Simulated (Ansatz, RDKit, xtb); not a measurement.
# C4H4F2O3: which of the isomers drawn lies lowest?

Which of a sample of isomers of C4H4F2O3 is the most stable in the gas at 298.15 K, and what are its properties? The sample is small against all isomers, and the most stable one of this formula need not be in it.

Plan: many cheap relaxations first (GFN2-xTB), then density-functional screening, relaxation at r2SCAN-D4/def2-SVP, vibrations (at GFN2-xTB) and a final energy. The numbers are computed, not measured.

## 1. Candidates

Isomers were taken from a list of plausible structures; this is a sample, not all of them. That gives 6 candidates.

```
label             SMILES     spin
 c334    O=CCOC(O)=C(F)F  singlet
 c605  O=C(O/C=C/O)C(F)F  singlet
 c757  O=C(O/C=C\O)C(F)F  singlet
 c870  O/C=C\OC(O)=C(F)F  singlet
 c901    O=CCOC(=O)C(F)F  singlet
 c945  O/C=C/OC(O)=C(F)F  singlet
```

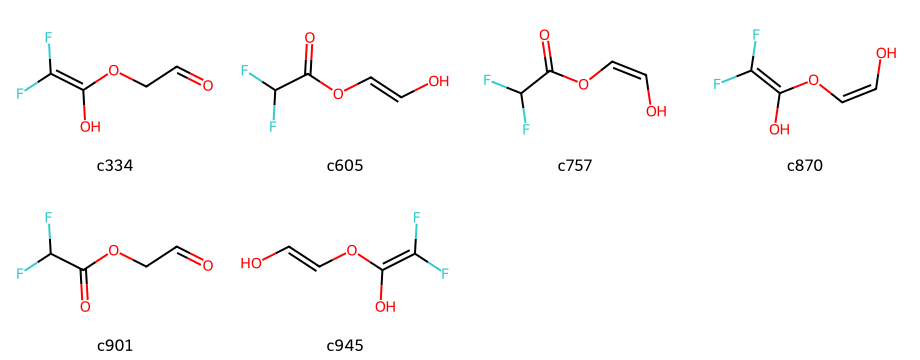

Structural formulas of the candidates.

Candidates are built by distance geometry, with a force field where one applies, in up to four conformers (letters a to d).

## 2. First filter: tight binding

All 22 starts are relaxed the same way. One of them, c334a (taken from a list of tautomers, embedded by distance geometry and MMFF94), in full:

The input, start.xyz:

```xyz
13
c334a
C      1.236465    -0.094307    -1.282786
C     -0.125744    -0.805516    -1.189555
C     -2.364533    -0.252975    -0.808567
C     -3.369248     0.582176    -0.425673
F     -4.648210     0.084864    -0.334250
F     -3.117137     1.897738    -0.196608
O      2.224364    -0.551125    -0.785595
O     -1.094407     0.244413    -0.931931
O     -2.620931    -1.579284    -1.085457
H      1.238866     0.820964    -1.879849
H     -0.279655    -1.261723    -2.165978
H     -0.114494    -1.510262    -0.351296
H     -3.587252    -1.723246    -0.962094
```

Launch:

```
xtb start.xyz --gfn 2 --opt
```

Output, shortened:

```text
* xtb version 6.7.1
[...]
          :  # basis functions                  40          :
[...]
          :  # electrons                        52          :
[...]
          :  Hamiltonian                  GFN2-xTB          :
[...]
          :  net charge                          0          :
          :  unpaired electrons                  0          :
[...]
   *** convergence criteria satisfied after 11 iterations ***
[...]
   *** GEOMETRY OPTIMIZATION CONVERGED AFTER 25 ITERATIONS ***
[...]
   *** convergence criteria satisfied after 3 iterations ***
[...]
         ::                     SUMMARY                     ::
         :::::::::::::::::::::::::::::::::::::::::::::::::::::
         :: total energy             -32.203955492762 Eh    ::
         :: gradient norm              0.000759815018 Eh/a0 ::
         :: HOMO-LUMO gap              3.077088729126 eV    ::
         ::.................................................::
         :: SCC energy               -32.422151528093 Eh    ::
         :: -> isotropic ES            0.070290951918 Eh    ::
         :: -> anisotropic ES          0.002810372376 Eh    ::
         :: -> anisotropic XC         -0.011297990549 Eh    ::
         :: -> dispersion             -0.007408522859 Eh    ::
         :: repulsion energy           0.218196035331 Eh    ::
         :: add. restraining           0.000000000000 Eh    ::
         :: total charge              -0.000000000000 e     ::
         :::::::::::::::::::::::::::::::::::::::::::::::::::::
[...]
        26        2.0000           -0.4040055             -10.9935 (HOMO)
        27                         -0.2909246              -7.9165 (LUMO)
[...]
     #   Z          covCN         q      C6AA      α(0)
     1   6          2.755     0.210    23.551     7.947
     2   6          3.703     0.053    19.830     6.367
     3   6          2.721     0.236    23.052     7.860
     4   6          2.552     0.235    23.143     7.863
     5   9          0.786    -0.213    11.373     3.984
     6   9          0.786    -0.185    11.079     3.932
     7   8          0.856    -0.292    19.630     5.940
     8   8          1.706    -0.247    18.093     5.743
     9   8          1.659    -0.381    20.492     6.111
    10   1          0.923     0.060     2.203     2.321
    11   1          0.923     0.096     1.818     2.109
    12   1          0.923     0.093     1.855     2.130
    13   1          0.805     0.335     0.624     1.241
[...]
     #   Z sym  total        # sym  WBO       # sym  WBO       # sym  WBO
 ---------------------------------------------------------------------------
     1   6      3.917 --     7      1.949     2      0.996    10      0.927
     2   6      3.928 --     1      0.996     8      0.956    12      0.939
                            11      0.936
     3   6      3.919 --     4      1.619     8      1.075     9      1.068
     4   6      3.758 --     3      1.619     6      0.976     5      0.946
                             9      0.102
     5   9      1.085 --     4      0.946
     6   9      1.123 --     4      0.976
     7   8      2.115 --     1      1.949
     8   8      2.239 --     3      1.075     2      0.956
     9   8      2.113 --     3      1.068    13      0.868     4      0.102
    10   1      0.996 --     1      0.927
    11   1      0.991 --     2      0.936
[...]
molecular dipole:
                 x           y           z       tot (Debye)
 q only:       -0.117      -0.817      -0.135
   full:       -0.486      -0.846      -0.101       2.492
molecular quadrupole (traceless):
[...]
          | TOTAL ENERGY              -32.203955492762 Eh   |
          | GRADIENT NORM               0.000759815018 Eh/α |
          | HOMO-LUMO GAP               3.077088729126 eV   |
           -------------------------------------------------
[...]
```

Run time: 0.14 s. Hardware: 2 threads of Arm Neoverse V2, shared host.

## 3. What the search left

22 of the 22 relaxations converged; 1 ended on a minimum already found. 21 distinct structures remain:

```
label  start       SMILES after     spin  energy (kcal/mol)
c757a  drawn  O=C(O/C=C\O)C(F)F  singlet                0.0
c605a  drawn  O=C(O/C=C/O)C(F)F  singlet                1.5
c605d  drawn  O=C(O/C=C/O)C(F)F  singlet                1.9
c605b  drawn  O=C(O/C=C/O)C(F)F  singlet                3.5
c901c  drawn    O=CCOC(=O)C(F)F  singlet                3.9
c605c  drawn  O=C(O/C=C/O)C(F)F  singlet                4.0
c901d  drawn    O=CCOC(=O)C(F)F  singlet                4.6
c901b  drawn    O=CCOC(=O)C(F)F  singlet                5.2
c757b  drawn  O=C(O/C=C\O)C(F)F  singlet                6.1
c870a  drawn  O/C=C\OC(O)=C(F)F  singlet               17.8
c945d  drawn  O/C=C/OC(O)=C(F)F  singlet               18.7
c945a  drawn  O/C=C/OC(O)=C(F)F  singlet               19.0
c870b  drawn  O/C=C\OC(O)=C(F)F  singlet               20.3
c870d  drawn  O/C=C\OC(O)=C(F)F  singlet               21.0
c334a  drawn    O=CCOC(O)=C(F)F  singlet               21.1
c334d  drawn    O=CCOC(O)=C(F)F  singlet               21.4
c945b  drawn  O/C=C/OC(O)=C(F)F  singlet               21.4
c334c  drawn    O=CCOC(O)=C(F)F  singlet               22.4
c945c  drawn  O/C=C/OC(O)=C(F)F  singlet               23.5
c870c  drawn  O/C=C\OC(O)=C(F)F  singlet               23.7
c334b  drawn    O=CCOC(O)=C(F)F  singlet               23.8
```

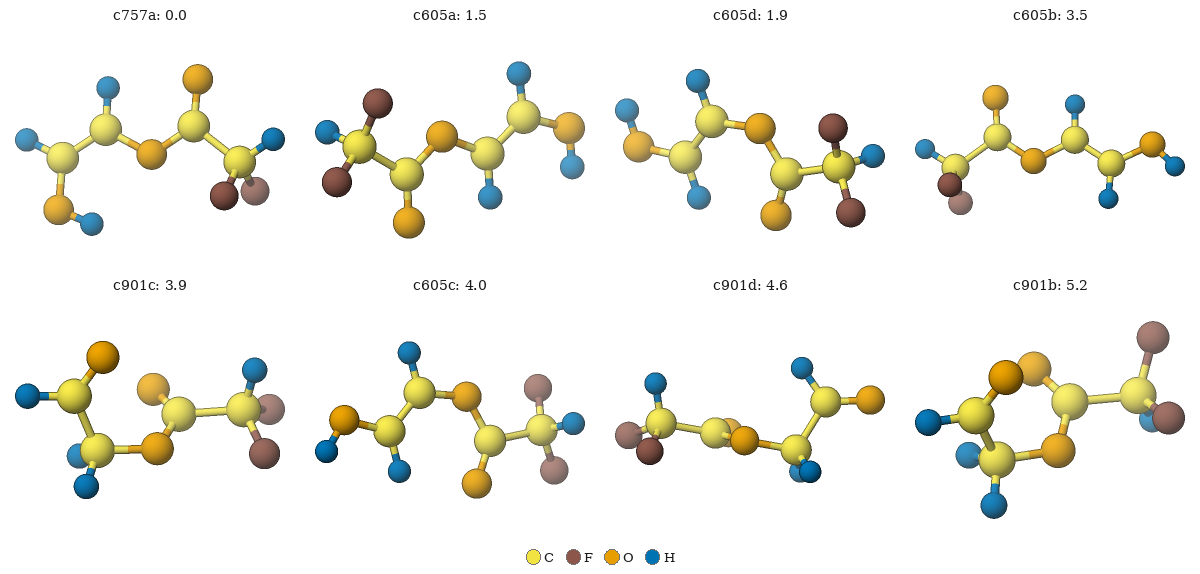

The 8 lowest minima that did not fall apart, with their GFN2-xTB energies in kcal/mol.

## 4. Second filter: single points

A choice of the minima (the low ones first, few conformers of a pattern, up to a cap) and the lowest that fell apart get a single point at r2SCAN-D4/def2-SVP on the tight-binding geometry, and one at HF/STO-3G for comparison. The lowest singlets are also tried as triplets at the same geometry (label ending in t). Within 40 kcal/mol but not screened, among others: c605b, c605c, c901b, c870d, c945b, c334c, c945c, c870c, c334b. The first, c757a:

The input, input.yaml:

```yaml
crystal:
  periodic: [false, false, false]
  atoms:
    - {symbol: C, position_ang: [-1.469427, 1.793740, -0.262267]}
    - {symbol: C, position_ang: [0.010653, 0.510502, 1.017563]}
    - {symbol: C, position_ang: [0.848563, -0.521264, 1.092019]}
    - {symbol: C, position_ang: [-2.132618, 1.832399, -1.659374]}
    - {symbol: F, position_ang: [-3.012543, 0.811264, -1.776067]}
    - {symbol: F, position_ang: [-1.206227, 1.658139, -2.627985]}
    - {symbol: O, position_ang: [-1.682196, 2.614935, 0.585775]}
    - {symbol: O, position_ang: [-0.676987, 0.743870, -0.174362]}
    - {symbol: O, position_ang: [1.116014, -1.389543, 0.109301]}
    - {symbol: H, position_ang: [-0.185733, 1.198107, 1.821516]}
    - {symbol: H, position_ang: [1.389201, -0.728221, 2.002149]}
    - {symbol: H, position_ang: [0.608474, -1.157053, -0.681957]}
    - {symbol: H, position_ang: [-2.661814, 2.780381, -1.830170]}
basis:
  gaussian:
    orbitals: def2-SVP
scf:
  lower_state_search: off
hamiltonian:
  xc: {name: r2SCAN}
  dispersion: d4
output: {orbitals: {seedname: orbitals}}
```

Launch:

```
ansatz run input.yaml --threads 2 --pin off --max-ram 5220MiB --events-out events.jsonl --progress --plain --runs-dir runs
```

Output, shortened:

```text
Warning: RAYON_NUM_THREADS=2 ignored (pool sized by the plan → 2); use --threads N
Functional definition: r2SCAN
  name "r2SCAN"
[...]
1589 factors; their error is unknown
[...]
mean field -15767.25723975 eV, -579.4360161300 hartree, gradient 3.5e-6 eV, S^2 0.000000; 0 other end points of the search recorded, 0 dependent functions left out
reference -15767.25724807 eV, -579.4360164359 hartree; 35, 35 occupied and 111, 111 virtual orbitals, 1589 factors
Total energy: -15767.33070565 eV, -579.4387159521 hartree
Checks for a lower state left out: stability, starts, cluster_reference, orbital_swaps, neighbouring_geometries, increment
```

It took 3.6 s on 2 threads of Arm Neoverse V2, shared host; peak memory 0.18 GiB.

Relative energies in kcal/mol, each column from its lowest structure that stays in one piece:

```
 label             SMILES     spin  GFN2-xTB  HF/STO-3G  r2SCAN-D4/def2-SVP
 c901c    O=CCOC(=O)C(F)F  singlet       3.9        0.0                 0.0
 c901d    O=CCOC(=O)C(F)F  singlet       4.6        1.2                 2.0
 c757a  O=C(O/C=C\O)C(F)F  singlet       0.0       12.6                 6.1
 c605a  O=C(O/C=C/O)C(F)F  singlet       1.5       14.7                 9.6
 c757b  O=C(O/C=C\O)C(F)F  singlet       6.1       16.4                10.2
 c605d  O=C(O/C=C/O)C(F)F  singlet       1.9       18.0                12.0
 c334a    O=CCOC(O)=C(F)F  singlet      21.1       22.7                38.0
 c334d    O=CCOC(O)=C(F)F  singlet      21.4       23.4                38.4
 c870a  O/C=C\OC(O)=C(F)F  singlet      17.8       34.9                42.6
 c870b  O/C=C\OC(O)=C(F)F  singlet      20.3       36.2                42.9
 c945d  O/C=C/OC(O)=C(F)F  singlet      18.7       36.7                46.7
 c945a  O/C=C/OC(O)=C(F)F  singlet      19.0       37.3                46.8
c901ct    O=CCOC(=O)C(F)F  triplet         –          –                85.8
c757at  O=C(O/C=C\O)C(F)F  triplet         –          –                93.7
```

Measured from c901c, GFN2-xTB misplaces c945d by 32 kcal/mol against r2SCAN-D4/def2-SVP, so minima dropped on its energies alone could hide the lowest isomer.

## 5. Relaxing the best candidates

3 candidates are relaxed at r2SCAN-D4/def2-SVP (chosen among the lowest in one piece, one conformer a pattern). The first, c901c:

The input, input.yaml:

```yaml
basis:
  gaussian: {orbitals: def2-SVP}
crystal:
  periodic: [false, false, false]
  atoms:
    - {symbol: C, position_ang: [0.593041, 0.281125, -0.356858]}
    - {symbol: C, position_ang: [-0.057529, -0.993587, -0.857390]}
    - {symbol: C, position_ang: [-2.280832, -0.414867, -0.501185]}
    - {symbol: C, position_ang: [-3.566137, 0.056022, -1.213730]}
    - {symbol: F, position_ang: [-4.653227, -0.448345, -0.597257]}
    - {symbol: F, position_ang: [-3.605288, -0.359208, -2.495073]}
    - {symbol: O, position_ang: [0.074195, 1.354323, -0.390363]}
    - {symbol: O, position_ang: [-1.344743, -0.721898, -1.389131]}
    - {symbol: O, position_ang: [-2.170737, -0.476535, 0.687945]}
    - {symbol: H, position_ang: [1.606087, 0.113741, 0.051004]}
    - {symbol: H, position_ang: [-0.124015, -1.704296, -0.024042]}
    - {symbol: H, position_ang: [0.529037, -1.426928, -1.669759]}
    - {symbol: H, position_ang: [-3.634445, 1.156795, -1.196755]}
hamiltonian: {xc: {name: r2SCAN}, dispersion: d4}
scf: {lower_state_search: "off"}
relax: {f_tol: 0.006}
```

Launch:

```
ansatz run input.yaml --threads 2 --pin off --max-ram 5220MiB --events-out events.jsonl --progress --plain --runs-dir runs
```

Output, shortened:

```text
Warning: RAYON_NUM_THREADS=2 ignored (pool sized by the plan → 2); use --threads N
[...]
[... 2 set-up lines as earlier in the session ...]
[...]
1589 factors; their error is unknown
[...]
mean field -15767.51644846 eV, -579.4455418745 hartree, gradient 9.8e-6 eV, S^2 0.000000; 0 other end points of the search recorded, 0 dependent functions left out
[...]
reference -15767.51645641 eV, -579.4455421665 hartree; 35, 35 occupied and 111, 111 virtual orbitals, 1589 factors
relax step   1: F+E_penalty+E_count = -15767.59360927 eV  Δ(F+E_penalty+E_count) = +0.000e0 eV  max|allowed force component| = 7.810e-1 eV/Å  Δτ_max = 0.0000 Å  (20 SCF iters, accepted)
[...]
relax step   6: F+E_penalty+E_count = -15767.63272212 eV  Δ(F+E_penalty+E_count) = -1.259e-3 eV  max|allowed force component| = 9.933e-2 eV/Å  Δτ_max = 0.0078 Å  (23 SCF iters, accepted)
[...]
Atom 4 at    -4.597702    -0.021622    -0.386942 Å, force     0.000128     0.000075     0.000408 eV/Å
Atom 5 at    -3.826836    -0.688590    -2.334265 Å, force     0.000926    -0.000134     0.000494 eV/Å
Atom 6 at    -0.004907     1.350260    -0.193945 Å, force     0.000410     0.000879    -0.000348 eV/Å
Atom 7 at    -1.324331    -0.646964    -1.445117 Å, force    -0.000687    -0.000489     0.001979 eV/Å
Atom 8 at    -2.211408    -0.712252     0.636892 Å, force     0.001110     0.000160     0.001264 eV/Å
Atom 9 at     1.604334     0.139128     0.121696 Å, force    -0.000043    -0.000484    -0.000974 eV/Å
Atom 10 at    -0.106673    -1.740213    -0.140554 Å, force    -0.000801     0.000210     0.000362 eV/Å
Atom 11 at     0.585205    -1.287921    -1.729835 Å, force     0.000238     0.000467    -0.000621 eV/Å
Atom 12 at    -3.402325     1.105454    -1.539819 Å, force    -0.000581    -0.000021     0.000083 eV/Å
Dipole moment:     0.690724    -0.223007    -0.275651 e Å
Checks for a lower state left out: stability, starts, cluster_reference, orbital_swaps, neighbouring_geometries, increment
```

It took 95 s on 2 threads of Arm Neoverse V2, shared host; peak memory 0.19 GiB.

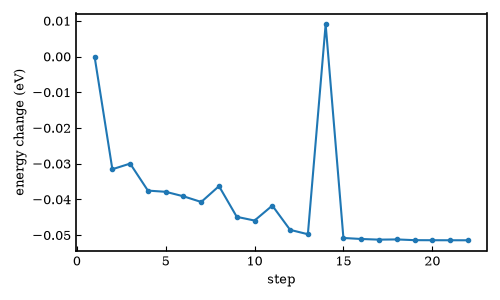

Energy along the run, all evaluated steps.

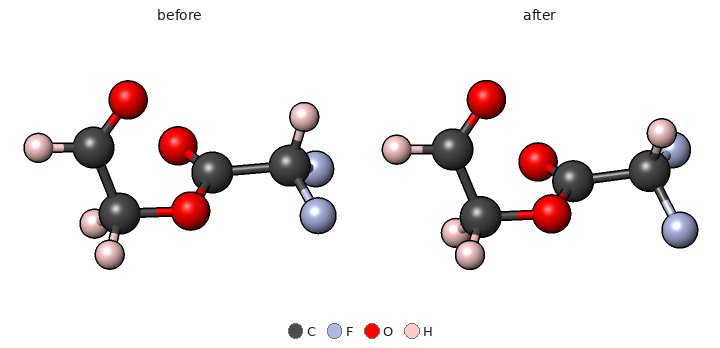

Before and after, at one scale.

After the run. Bond lengths: C1–C2 1.514 Å, C3–C4 1.531 Å, C4–F5 1.343 Å, C4–F6 1.355 Å, C1–O7 1.202 Å, C2–O8 1.416 Å, C3–O8 1.346 Å, C3–O9 1.199 Å, C1–H10 1.124 Å, C2–H11 1.105 Å, C2–H12 1.102 Å, C4–H13 1.107 Å. Some angles: C1–C2–O8 110.9°, C2–C1–O7 123.4°, C3–C4–F5 109.2°, C3–C4–F6 109.8°, F5–C4–F6 109.1°, C4–C3–O8 109.4°, C4–C3–O9 125.1°, O8–C3–O9 125.5°, C2–O8–C3 114.9°, C1–C2–H11 108.9°.

## 6. Ranking at r2SCAN-D4/def2-SVP

```
label     spin  r2SCAN-D4/def2-SVP (kcal/mol)  r2SCAN-D4/def2-SVP, relaxed (kcal/mol)  time
c901c  singlet                            0.0                                     0.0  95 s
c757a  singlet                            6.1                                     6.1  97 s
c605a  singlet                            9.6                                     9.8  95 s
```

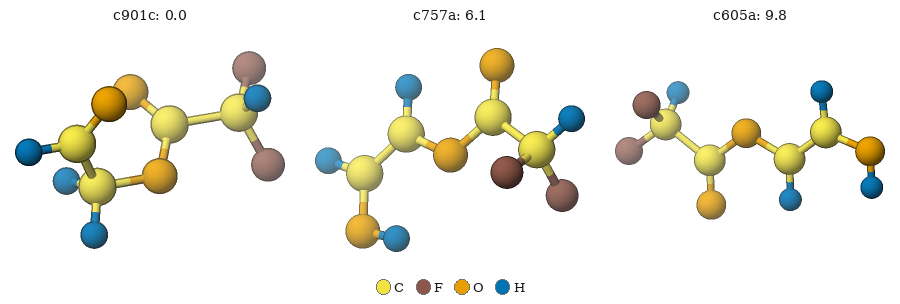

The relaxed structures, with energies at r2SCAN-D4/def2-SVP in kcal/mol.

## 7. Vibrations and thermal terms

The lowest few in one piece go on as finalists. In this search the thermal terms come from GFN2-xTB at its own nearest minimum. The first, c901c:

The input, start.xyz:

```xyz
13
c901c
C      0.562645     0.293197    -0.270160
C     -0.050740    -0.939582    -0.900212
C     -2.305128    -0.487998    -0.537692
C     -3.556727     0.053444    -1.232641
F     -4.597702    -0.021622    -0.386942
F     -3.826836    -0.688590    -2.334265
O     -0.004907     1.350260    -0.193945
O     -1.324331    -0.646964    -1.445117
O     -2.211408    -0.712252     0.636892
H      1.604334     0.139128     0.121696
H     -0.106673    -1.740213    -0.140554
H      0.585205    -1.287921    -1.729835
H     -3.402325     1.105454    -1.539819
```

Launch:

```
xtb start.xyz --gfn 2 --ohess tight
```

Output, shortened:

```text
* xtb version 6.7.1
[...]
          :  # basis functions                  40          :
[...]
          :  # electrons                        52          :
[...]
          :  Hamiltonian                  GFN2-xTB          :
[...]
          :  net charge                          0          :
          :  unpaired electrons                  0          :
[...]
   *** convergence criteria satisfied after 11 iterations ***
[...]
   *** GEOMETRY OPTIMIZATION CONVERGED AFTER 22 ITERATIONS ***
[...]
   *** convergence criteria satisfied after 3 iterations ***
[...]
         ::                     SUMMARY                     ::
         :::::::::::::::::::::::::::::::::::::::::::::::::::::
         :: total energy             -32.231365858496 Eh    ::
         :: gradient norm              0.000386262491 Eh/a0 ::
         :: HOMO-LUMO gap              3.879024283347 eV    ::
         ::.................................................::
         :: SCC energy               -32.444574736630 Eh    ::
         :: -> isotropic ES            0.083837977704 Eh    ::
         :: -> anisotropic ES          0.002857166487 Eh    ::
         :: -> anisotropic XC         -0.012563564741 Eh    ::
         :: -> dispersion             -0.008046076951 Eh    ::
         :: repulsion energy           0.213208878134 Eh    ::
         :: add. restraining           0.000000000000 Eh    ::
         :: total charge              -0.000000000000 e     ::
         :::::::::::::::::::::::::::::::::::::::::::::::::::::
[...]
        26        2.0000           -0.4451021             -12.1118 (HOMO)
        27                         -0.3025506              -8.2328 (LUMO)
[...]
molecular dipole:
                 x           y           z       tot (Debye)
 q only:        1.470      -0.389      -0.348
   full:        1.638      -0.453      -0.403       4.440
molecular quadrupole (traceless):
[...]
          | TOTAL ENERGY              -32.231365858496 Eh   |
          | TOTAL ENTHALPY            -32.141421894404 Eh   |
          | TOTAL FREE ENERGY         -32.186879355717 Eh   |
          | GRADIENT NORM               0.000386260784 Eh/α |
[...]
```

Run time: 0.28 s. Hardware: 2 threads of Arm Neoverse V2, shared host.

## 8. Zero-point energy and free-energy terms

As xtb prints them, at 298.15 K, with its own treatment of low modes:

```
label             SMILES     spin  lowest mode (cm⁻¹)  zero-point (kcal/mol)  G − E (kcal/mol)
c901c    O=CCOC(=O)C(F)F  singlet                  22                   50.1              27.9
c757a  O=C(O/C=C\O)C(F)F  singlet                  20                   50.6              28.4
c605a  O=C(O/C=C/O)C(F)F  singlet                  29                   50.4              28.2
```

## 9. Energies at the top level

Single points at CCSD(T)/def2-SVP + MP2/def2-TZVPP - MP2/def2-SVP on the refined geometries decide the order.

c901c, CCSD(T)/def2-SVP:

The input, input.yaml:

```yaml
crystal:
  periodic: [false, false, false]
  atoms:
    - symbol: C
      position_ang: [0.562645, 0.293197, -0.270160]
    - symbol: C
      position_ang: [-0.050740, -0.939582, -0.900212]
    - symbol: C
      position_ang: [-2.305128, -0.487998, -0.537692]
    - symbol: C
      position_ang: [-3.556727, 0.053444, -1.232641]
    - symbol: F
      position_ang: [-4.597702, -0.021622, -0.386942]
    - symbol: F
      position_ang: [-3.826836, -0.688590, -2.334265]
    - symbol: O
      position_ang: [-0.004907, 1.350260, -0.193945]
    - symbol: O
      position_ang: [-1.324331, -0.646964, -1.445117]
    - symbol: O
      position_ang: [-2.211408, -0.712252, 0.636892]
    - symbol: H
      position_ang: [1.604334, 0.139128, 0.121696]
    - symbol: H
      position_ang: [-0.106673, -1.740213, -0.140554]
    - symbol: H
      position_ang: [0.585205, -1.287921, -1.729835]
    - symbol: H
      position_ang: [-3.402325, 1.105454, -1.539819]
basis:
  gaussian: {orbitals: def2-SVP}
correlation: {method: ccsd_t, frozen_orbitals: {F: 1, C: 1, H: 0, O: 1}}
```

Launch:

```
ansatz run input.yaml --threads 2 --pin off --max-ram 5220MiB --events-out events.jsonl --progress --plain --runs-dir runs
```

Output, shortened:

```text
Warning: RAYON_NUM_THREADS=2 ignored (pool sized by the plan → 2); use --threads N
Functional definition: HF
  name "HF"
[...]
1438 factors; integrals over basis functions are off by at most 1.2e-3 eV
[...]
mean field -15695.46608876 eV, -576.7977399929 hartree, gradient 3.3e-6 eV, S^2 0.000000; 0 other end points of the search recorded, 0 dependent functions left out
9 core orbitals not correlated: weight in the atoms' cores, before any rotation towards them, 1.000 or more for the frozen orbitals, at most 0.000 for the correlated occupied ones
reference -15695.46608876 eV, -576.7977399929 hartree; 26, 26 occupied and 111, 111 virtual orbitals, 1438 factors
second order -38.79028882 eV of doubles, -0.00000000 eV of singles
cycle   1  -38.58200881 eV  change    2.1e-1 eV  update   1.6e-1
[...]
cycle  10  -39.84914626 eV  change   -2.3e-5 eV  update   2.4e-5
perturbative correction -1.15852783 eV, -0.0425751126 hartree
Total energy: -15736.47376286 eV, -578.3047442201 hartree
```

Wall time 1.9 min (2 threads of Arm Neoverse V2, shared host); peak memory 1.5 GiB.

[end of part 1 of 2]
